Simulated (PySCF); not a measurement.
## Run report: C$_{2}$H$_{9}$BNSi (charge −1), energy and gradient calculation

System: C$_{2}$H$_{9}$BNSi, charge −1.
Method: TPSSh/def2-SVP, RKS (PySCF 2.14.0).

The geometry comes from this level: GFN2-xTB. Figures and captions count atoms from 1; the log counts them from 0 in places.

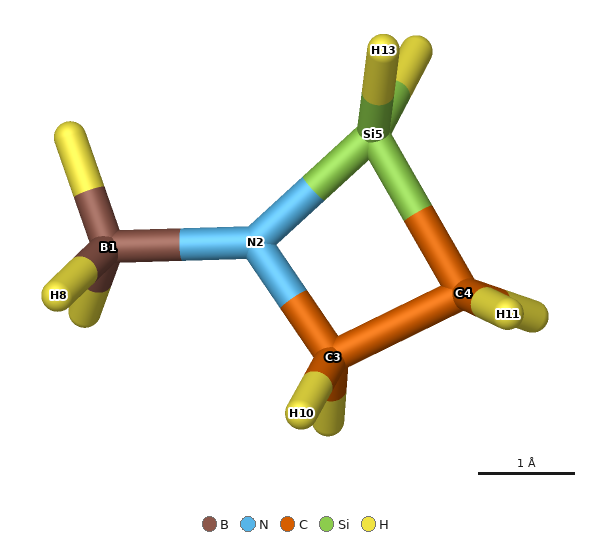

Fig. 1: The input geometry (stick view, seen at a tilt; atoms are numbered from 1 in the order of the input).

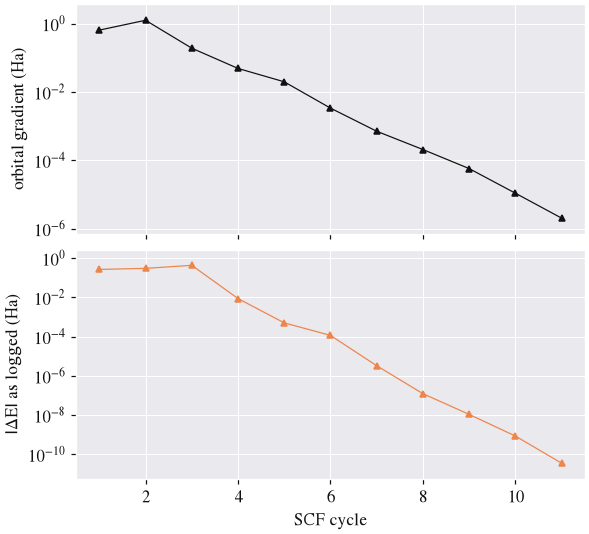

Fig. 2: Convergence of the self-consistent field: orbital gradient and size of the energy change against the SCF cycle. The residual falls almost steadily, with no more than small rises.

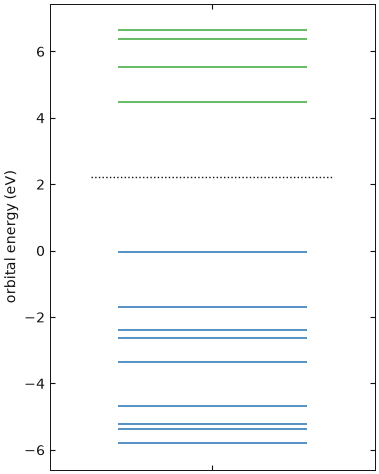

Fig. 3: Orbital energies near the frontier; the dotted line parts filled from empty levels, and levels within 0.02 eV of each other stand side by side. Highest filled −0.05 eV, lowest empty 4.49 eV, 4.54 eV apart.

The input and output of the run follow.

### Input file (input.py)
```python
from pyscf import gto, dft

mol = gto.M(
    atom='input.xyz',
    max_memory=1860,
    basis='def2-svp',
    verbose=4,
    charge=-1,
)

calc0 = dft.RKS(mol, xc='tpssh')
calc0.grids.level = 5
calc0.conv_tol = 1e-10
calc0.kernel()
if not calc0.converged:
    calc0 = calc0.newton().run(calc0.mo_coeff, calc0.mo_occ)

e_tot = calc0.e_tot
print('E(%s) = %.9f' % ('TPSSH', e_tot))
grad = calc0.nuc_grad_method().kernel()
calc0.analyze()
```

### File input.xyz
```
14

B     -1.046190     1.445690     0.988380
N     -0.152020     0.392750     0.291810
C     -0.622760    -0.454370    -0.793680
C      0.651610    -1.276260    -1.022520
Si     1.390190    -0.265770     0.424400
H     -0.375990     2.019430     1.828710
H     -1.455540     2.239950     0.151350
H     -1.998870     0.882100     1.514910
H     -0.931820     0.138760    -1.667840
H     -1.488920    -1.062960    -0.492560
H      0.513590    -2.346960    -0.872980
H      1.090520    -1.129510    -2.009080
H      1.821540    -1.104490     1.577940
H      2.604650     0.521650     0.081170
```

Run as:
```bash
OMP_NUM_THREADS=1 python input.py
```

### Log
```
PySCF version 2.14.0

[INPUT] num. atoms = 14
[INPUT] num. electrons = 48
[INPUT] charge = -1
[INPUT] spin (= nelec alpha-beta = 2S) = 0
[INPUT] symmetry False subgroup None
[INPUT] Mole.unit = angstrom
[INPUT] Symbol           X                Y                Z      unit          X                Y                Z       unit  Magmom
[INPUT]  1 B     -1.046190000000   1.445690000000   0.988380000000 AA   -1.977012574259   2.731958161022   1.867767506998 Bohr   0.0
[INPUT]  2 N     -0.152020000000   0.392750000000   0.291810000000 AA   -0.287276165456   0.742189935423   0.551440980409 Bohr   0.0
[INPUT]  3 C     -0.622760000000  -0.454370000000  -0.793680000000 AA   -1.176845841334  -0.858634859219  -1.499837830545 Bohr   0.0
[INPUT]  4 C      0.651610000000  -1.276260000000  -1.022520000000 AA    1.231364440028  -2.411781863737  -1.932282756890 Bohr   0.0
[INPUT]  5 Si     1.390190000000  -0.265770000000   0.424400000000 AA    2.627078361109  -0.502232512126   0.801999767265 Bohr   0.0
[INPUT]  6 H     -0.375990000000   2.019430000000   1.828710000000 AA   -0.710518125575   3.816169627730   3.455761061253 Bohr   0.0
[INPUT]  7 H     -1.455540000000   2.239950000000   0.151350000000 AA   -2.750571963349   4.232892032720   0.286010048953 Bohr   0.0
[INPUT]  8 H     -1.998870000000   0.882100000000   1.514910000000 AA   -3.777316858609   1.666927414479   2.862765003365 Bohr   0.0
[INPUT]  9 H     -0.931820000000   0.138760000000  -1.667840000000 AA   -1.760884597392   0.262218397045  -3.151760819595 Bohr   0.0
[INPUT] 10 H     -1.488920000000  -1.062960000000  -0.492560000000 AA   -2.813651021387  -2.008703281368  -0.930803499916 Bohr   0.0
[INPUT] 11 H      0.513590000000  -2.346960000000  -0.872980000000 AA    0.970544440315  -4.435111625309  -1.649693112223 Bohr   0.0
[INPUT] 12 H      1.090520000000  -1.129510000000  -2.009080000000 AA    2.060784133361  -2.134464554957  -3.796610962341 Bohr   0.0
[INPUT] 13 H      1.821540000000  -1.104490000000   1.577940000000 AA    3.442211724940  -2.087183607321   2.981874440996 Bohr   0.0
[INPUT] 14 H      2.604650000000   0.521650000000   0.081170000000 AA    4.922075150348   0.985775632879   0.153389069531 Bohr   0.0

nuclear repulsion = 228.171657196794
number of shells = 59
number of NR pGTOs = 195
number of NR cGTOs = 119
basis = def2-svp
ecp = {}

******** <class 'pyscf.dft.rks.RKS'> ********
method = RKS
initial guess = minao
damping factor = 0
level_shift factor = 0
DIIS = <class 'pyscf.scf.diis.CDIIS'>
diis_start_cycle = 1
diis_space = 8
diis_damp = 0
SCF conv_tol = 1e-10
SCF conv_tol_grad = None
SCF max_cycles = 50
direct_scf = True
direct_scf_tol = 1e-13
XC library pyscf.dft.libxc version 7.0.0
    S. Lehtola, C. Steigemann, M. J.T. Oliveira, and M. A.L. Marques.,  SoftwareX 7, 1–5 (2018)
XC functionals = tpssh
radial grids:
    Treutler-Ahlrichs [JCP 102, 346 (1995); DOI:10.1063/1.469408] (M4) radial grids

becke partition: Becke, JCP 88, 2547 (1988); DOI:10.1063/1.454033
pruning grids: <function nwchem_prune>
grids dens level: 5
symmetrized grids: False
atomic radii adjust function: <function treutler_atomic_radii_adjust>
small_rho_cutoff = 0
Set gradient conv threshold to 1e-05
Initial guess from minao.
tot grids = 426640
init E= -450.709841235938
  HOMO = -0.274420278945871  LUMO = -0.0549226096993372  gap/eV = 5.97284
cycle= 1 E= -450.443036105164  delta_E= 0.267  |g|= 0.649  |ddm|= 3.64
  HOMO = 0.126681823165974  LUMO = 0.195053803441634  gap/eV = 1.86050
cycle= 2 E= -450.140376614855  delta_E= 0.303  |g|= 1.26  |ddm|= 3.45
  HOMO = 0.00117270800045555  LUMO = 0.171826864210232  gap/eV = 4.64374
cycle= 3 E= -450.572333288422  delta_E= -0.432  |g|= 0.192  |ddm|= 2.53
  HOMO = 0.000420820085687446  LUMO = 0.165560059144429  gap/eV = 4.49367
cycle= 4 E= -450.581091042006  delta_E= -0.00876  |g|= 0.049  |ddm|= 0.233
  HOMO = -0.00261244572524699  LUMO = 0.164188615311093  gap/eV = 4.53889
cycle= 5 E= -450.58159460326  delta_E= -0.000504  |g|= 0.0199  |ddm|= 0.0705
  HOMO = -0.00187741830983912  LUMO = 0.164739791746195  gap/eV = 4.53389
cycle= 6 E= -450.581710504683  delta_E= -0.000116  |g|= 0.00338  |ddm|= 0.0272
  HOMO = -0.00194785644068141  LUMO = 0.165031579923081  gap/eV = 4.54374
cycle= 7 E= -450.581713799827  delta_E= -3.3e-06  |g|= 0.00071  |ddm|= 0.00449
  HOMO = -0.00199343515359374  LUMO = 0.16497299738889  gap/eV = 4.54339
cycle= 8 E= -450.581713923377  delta_E= -1.24e-07  |g|= 0.000207  |ddm|= 0.00105
  HOMO = -0.00197988452771414  LUMO = 0.164977123392397  gap/eV = 4.54313
cycle= 9 E= -450.581713934326  delta_E= -1.09e-08  |g|= 5.73e-05  |ddm|= 0.000301
  HOMO = -0.00197920170192134  LUMO = 0.164982333716088  gap/eV = 4.54325
cycle= 10 E= -450.581713935183  delta_E= -8.58e-10  |g|= 1.09e-05  |ddm|= 8.68e-05
  HOMO = -0.00198009582175063  LUMO = 0.164980870546163  gap/eV = 4.54324
cycle= 11 E= -450.581713935219  delta_E= -3.55e-11  |g|= 2.03e-06  |ddm|= 1.77e-05
  HOMO = -0.00198047340367813  LUMO = 0.164980834343323  gap/eV = 4.54325
Extra cycle  E= -450.581713935215  delta_E= 3.87e-12  |g|= 3.06e-06  |ddm|= 7.01e-06
converged SCF energy = -450.581713935215
E(TPSSH) = -450.581713935

******** <class 'pyscf.grad.rks.Gradients'> for <class 'pyscf.dft.rks.RKS'> ********
unit = Eh/Bohr
grid_response = False
--------------- RKS gradients ---------------
         x                y                z
0 B    -0.0045963824     0.0063438278     0.0042143206
1 N     0.0127852605    -0.0161751430    -0.0106434019
2 C    -0.0062388071    -0.0067371779    -0.0097181936
3 C    -0.0089116104     0.0075761561     0.0031302342
4 Si     0.0027411138     0.0127942210     0.0156304568
5 H    -0.0053639542    -0.0062724970    -0.0084713548
6 H     0.0050296297    -0.0087643178     0.0063241048
7 H     0.0098751203     0.0030505768    -0.0056496017
8 H     0.0031217807    -0.0025701458     0.0071466646
9 H     0.0067109296     0.0051615012    -0.0001646271
10 H     0.0001040822     0.0101784123    -0.0007686218
11 H    -0.0047755162    -0.0003068218     0.0090542230
12 H    -0.0030528487     0.0015895460    -0.0087162578
13 H    -0.0074315529    -0.0058745151    -0.0013756609
----------------------------------------------
**** SCF Summaries ****
Total Energy =                        -450.581713935215021
Nuclear Repulsion Energy =             228.171657196793575
One-electron Energy =                -1078.528577507870068
Two-electron Energy =                  399.775206375861444
Two-electron Coulomb Energy =          446.240302678022431
DFT Exchange-Correlation Energy =      -46.465096302160966
HOMO-LUMO gap [eV] =                     4.543248595507670
**** MO energy ****
MO #1   energy= -65.8143204462839  occ= 2
MO #2   energy= -14.0255032664972  occ= 2
MO #3   energy= -9.9843197280326   occ= 2
MO #4   energy= -9.95486387620378  occ= 2
MO #5   energy= -6.43524180475301  occ= 2
MO #6   energy= -5.05278885100031  occ= 2
MO #7   energy= -3.40540550730096  occ= 2
MO #8   energy= -3.40339111398783  occ= 2
MO #9   energy= -3.40327144466026  occ= 2
MO #10  energy= -0.67050457452648  occ= 2
MO #11  energy= -0.508096825713178 occ= 2
MO #12  energy= -0.418448685802052 occ= 2
MO #13  energy= -0.327299876749812 occ= 2
MO #14  energy= -0.289001066341598 occ= 2
MO #15  energy= -0.285153253983539 occ= 2
MO #16  energy= -0.213199192675209 occ= 2
MO #17  energy= -0.197845318180923 occ= 2
MO #18  energy= -0.192082664913065 occ= 2
MO #19  energy= -0.17232164985477  occ= 2
MO #20  energy= -0.123096464086979 occ= 2
MO #21  energy= -0.0963344417018748 occ= 2
MO #22  energy= -0.0881720250828786 occ= 2
MO #23  energy= -0.0624175518634122 occ= 2
MO #24  energy= -0.00198047340367813 occ= 2
MO #25  energy= 0.164980834343323  occ= 0
MO #26  energy= 0.203442627410083  occ= 0
MO #27  energy= 0.233851047312702  occ= 0
MO #28  energy= 0.24376372785345   occ= 0
MO #29  energy= 0.263321983775444  occ= 0
MO #30  energy= 0.272749070291844  occ= 0
MO #31  energy= 0.275303340303554  occ= 0
MO #32  energy= 0.320893209211857  occ= 0
MO #33  energy= 0.333371445445785  occ= 0
MO #34  energy= 0.351007413966243  occ= 0
MO #35  energy= 0.360733398309178  occ= 0
MO #36  energy= 0.369651645736316  occ= 0
MO #37  energy= 0.383150944262593  occ= 0
MO #38  energy= 0.408484664539623  occ= 0
MO #39  energy= 0.43597579084312   occ= 0
MO #40  energy= 0.459650883562852  occ= 0
MO #41  energy= 0.493692046834364  occ= 0
MO #42  energy= 0.521693878002145  occ= 0
MO #43  energy= 0.540567360191082  occ= 0
MO #44  energy= 0.582358213671653  occ= 0
MO #45  energy= 0.590000668703836  occ= 0
MO #46  energy= 0.593531061591692  occ= 0
MO #47  energy= 0.621810630336366  occ= 0
MO #48  energy= 0.646783334134315  occ= 0
MO #49  energy= 0.673061844516533  occ= 0
MO #50  energy= 0.685413001028591  occ= 0
MO #51  energy= 0.704569261239567  occ= 0
MO #52  energy= 0.725123103429086  occ= 0
MO #53  energy= 0.758399516885795  occ= 0
MO #54  energy= 0.802025406367661  occ= 0
MO #55  energy= 0.80738187040781   occ= 0
MO #56  energy= 0.81826527168151   occ= 0
MO #57  energy= 0.842760117245062  occ= 0
MO #58  energy= 0.846134626898443  occ= 0
MO #59  energy= 0.877978810535432  occ= 0
MO #60  energy= 0.890526806325947  occ= 0
MO #61  energy= 0.909725667254659  occ= 0
MO #62  energy= 0.931025724913837  occ= 0
MO #63  energy= 0.953147603315315  occ= 0
MO #64  energy= 1.00391939407228   occ= 0
MO #65  energy= 1.01295914100708   occ= 0
MO #66  energy= 1.08028300353419   occ= 0
MO #67  energy= 1.10246760976452   occ= 0
MO #68  energy= 1.13425624392962   occ= 0
MO #69  energy= 1.14945969742111   occ= 0
MO #70  energy= 1.1531124635759    occ= 0
MO #71  energy= 1.30792188058676   occ= 0
MO #72  energy= 1.33343046837581   occ= 0
MO #73  energy= 1.38583830309981   occ= 0
MO #74  energy= 1.45247201605573   occ= 0
MO #75  energy= 1.51731779920945   occ= 0
MO #76  energy= 1.57789410512284   occ= 0
MO #77  energy= 1.67043026684924   occ= 0
MO #78  energy= 1.68054428019883   occ= 0
MO #79  energy= 1.72269185200402   occ= 0
MO #80  energy= 1.7279323459502    occ= 0
MO #81  energy= 1.7430859182684    occ= 0
MO #82  energy= 1.75427498839341   occ= 0
MO #83  energy= 1.7940673051156    occ= 0
MO #84  energy= 1.82598779956503   occ= 0
MO #85  energy= 1.84846394033521   occ= 0
MO #86  energy= 1.89380686969014   occ= 0
MO #87  energy= 1.9079698345963    occ= 0
MO #88  energy= 1.92181105890905   occ= 0
MO #89  energy= 1.9538182604978    occ= 0
MO #90  energy= 1.95702945760109   occ= 0
MO #91  energy= 2.00579816923252   occ= 0
MO #92  energy= 2.01594539776782   occ= 0
MO #93  energy= 2.04611274180118   occ= 0
MO #94  energy= 2.07516894827746   occ= 0
MO #95  energy= 2.1057717367375    occ= 0
MO #96  energy= 2.18825105087392   occ= 0
MO #97  energy= 2.21185588073396   occ= 0
MO #98  energy= 2.22693774497924   occ= 0
MO #99  energy= 2.29101263652512   occ= 0
MO #100 energy= 2.30421618717411   occ= 0
MO #101 energy= 2.34363443410315   occ= 0
MO #102 energy= 2.38231250316538   occ= 0
MO #103 energy= 2.387464892604     occ= 0
MO #104 energy= 2.47285184182841   occ= 0
MO #105 energy= 2.5514995555976    occ= 0
MO #106 energy= 2.63365819771333   occ= 0
MO #107 energy= 2.67918883661948   occ= 0
MO #108 energy= 2.74224978797817   occ= 0
MO #109 energy= 2.74872434598444   occ= 0
MO #110 energy= 2.77641486371461   occ= 0
MO #111 energy= 2.79285628989374   occ= 0
MO #112 energy= 2.89570165230022   occ= 0
MO #113 energy= 2.89970849408897   occ= 0
MO #114 energy= 2.92879749922423   occ= 0
MO #115 energy= 3.05281803699498   occ= 0
MO #116 energy= 3.08291309736251   occ= 0
MO #117 energy= 3.12693236733654   occ= 0
MO #118 energy= 3.24182672894184   occ= 0
MO #119 energy= 3.25993281390092   occ= 0
 ** Mulliken pop on meta-lowdin orthogonal AOs  **
 ** Mulliken pop  **
pop of  0 B 1s            1.99975
pop of  0 B 2s            0.82251
pop of  0 B 3s            0.00218
pop of  0 B 2px           0.84910
pop of  0 B 2py           0.80895
pop of  0 B 2pz           0.87451
pop of  0 B 3px           0.00276
pop of  0 B 3py           0.00345
pop of  0 B 3pz           0.00302
pop of  0 B 3dxy          0.00139
pop of  0 B 3dyz          0.00119
pop of  0 B 3dz^2         0.00038
pop of  0 B 3dxz          0.00108
pop of  0 B 3dx2-y2       0.00038
pop of  1 N 1s            1.99992
pop of  1 N 2s            1.28978
pop of  1 N 3s            0.00142
pop of  1 N 2px           1.34278
pop of  1 N 2py           1.43529
pop of  1 N 2pz           1.36646
pop of  1 N 3px           0.00226
pop of  1 N 3py           0.00647
pop of  1 N 3pz           0.00625
pop of  1 N 3dxy          0.00103
pop of  1 N 3dyz          0.00117
pop of  1 N 3dz^2         0.00060
pop of  1 N 3dxz          0.00065
pop of  1 N 3dx2-y2       0.00120
pop of  2 C 1s            1.99989
pop of  2 C 2s            0.98357
pop of  2 C 3s            0.00423
pop of  2 C 2px           1.01788
pop of  2 C 2py           1.00889
pop of  2 C 2pz           0.99938
pop of  2 C 3px           0.00420
pop of  2 C 3py           0.00446
pop of  2 C 3pz           0.00448
pop of  2 C 3dxy          0.00184
pop of  2 C 3dyz          0.00173
pop of  2 C 3dz^2         0.00213
pop of  2 C 3dxz          0.00119
pop of  2 C 3dx2-y2       0.00092
pop of  3 C 1s            1.99989
pop of  3 C 2s            1.04486
pop of  3 C 3s            0.00285
pop of  3 C 2px           1.11067
pop of  3 C 2py           1.08928
pop of  3 C 2pz           1.15843
pop of  3 C 3px           0.00221
pop of  3 C 3py           0.00257
pop of  3 C 3pz           0.00255
pop of  3 C 3dxy          0.00066
pop of  3 C 3dyz          0.00067
pop of  3 C 3dz^2         0.00092
pop of  3 C 3dxz          0.00073
pop of  3 C 3dx2-y2       0.00095
pop of  4 Si 1s           1.99999
pop of  4 Si 2s           1.99985
pop of  4 Si 3s           1.00838
pop of  4 Si 4s           0.00461
pop of  4 Si 2px          1.99986
pop of  4 Si 2py          1.99988
pop of  4 Si 2pz          1.99987
pop of  4 Si 3px          0.70697
pop of  4 Si 3py          0.72554
pop of  4 Si 3pz          0.75232
pop of  4 Si 4px          0.00885
pop of  4 Si 4py          0.00834
pop of  4 Si 4pz          0.00836
pop of  4 Si 3dxy         0.01307
pop of  4 Si 3dyz         0.01068
pop of  4 Si 3dz^2        0.00549
pop of  4 Si 3dxz         0.01030
pop of  4 Si 3dx2-y2      0.01119
pop of  5 H 1s            1.08972
pop of  5 H 2s            0.00135
pop of  5 H 2px           0.00022
pop of  5 H 2py           0.00024
pop of  5 H 2pz           0.00042
pop of  6 H 1s            1.09807
pop of  6 H 2s            0.00214
pop of  6 H 2px           0.00010
pop of  6 H 2py           0.00036
pop of  6 H 2pz           0.00039
pop of  7 H 1s            1.10005
pop of  7 H 2s            0.00223
pop of  7 H 2px           0.00047
pop of  7 H 2py           0.00022
pop of  7 H 2pz           0.00017
pop of  8 H 1s            0.94165
pop of  8 H 2s            0.00779
pop of  8 H 2px           0.00020
pop of  8 H 2py           0.00059
pop of  8 H 2pz           0.00049
pop of  9 H 1s            0.94247
pop of  9 H 2s            0.00790
pop of  9 H 2px           0.00072
pop of  9 H 2py           0.00026
pop of  9 H 2pz           0.00032
pop of  10 H 1s           0.92617
pop of  10 H 2s           0.00683
pop of  10 H 2px          0.00013
pop of  10 H 2py          0.00083
pop of  10 H 2pz          0.00019
pop of  11 H 1s           0.92522
pop of  11 H 2s           0.00676
pop of  11 H 2px          0.00028
pop of  11 H 2py          0.00014
pop of  11 H 2pz          0.00073
pop of  12 H 1s           1.18253
pop of  12 H 2s           0.00724
pop of  12 H 2px          0.00020
pop of  12 H 2py          0.00111
pop of  12 H 2pz          0.00224
pop of  13 H 1s           1.17916
pop of  13 H 2s           0.00668
pop of  13 H 2px          0.00198
pop of  13 H 2py          0.00130
pop of  13 H 2pz          0.00028
 ** Mulliken atomic charges  **
charge of    0B =     -0.37068
charge of    1N =     -0.45527
charge of    2C =     -0.03480
charge of    3C =     -0.41723
charge of    4Si =      0.72646
charge of    5H =     -0.09194
charge of    6H =     -0.10105
charge of    7H =     -0.10313
charge of    8H =      0.04928
charge of    9H =      0.04833
charge of   10H =      0.06585
charge of   11H =      0.06687
charge of   12H =     -0.19331
charge of   13H =     -0.18940

WARN: System has nonzero charge -1; the dipole moment is origin-dependent.
Location of origin: [0. 0. 0.]

Dipole moment(X, Y, Z, Debye):  2.47303, -4.62222, -3.60591
```

### Summary

```tsv
quantity	value
outcome	converged
total energy	−450.581714 hartree
basis functions	119
largest force	1.193 eV/Å
HOMO	−0.05 eV
LUMO	4.49 eV
hardware	1 thread of Intel Xeon @ 2.50GHz (Skylake/Cascade Lake), 189 GiB of memory available, shared host
wall time	3 min
peak memory	1.3 GiB
```
